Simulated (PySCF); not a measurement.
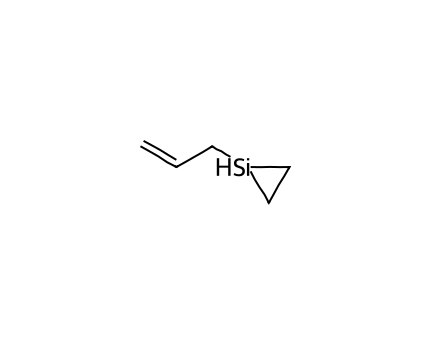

Simulated data, not a measurement (program: PySCF).

2D structure.

Q: Give its SMILES.

A: C=CC[SiH]1CC1

Q: Give the formula, hydrogens included.

A: C5H10Si.

Q: An optimisation with GFN2-xTB gave a structure of which point group?

A: C1. Other conformers may differ.
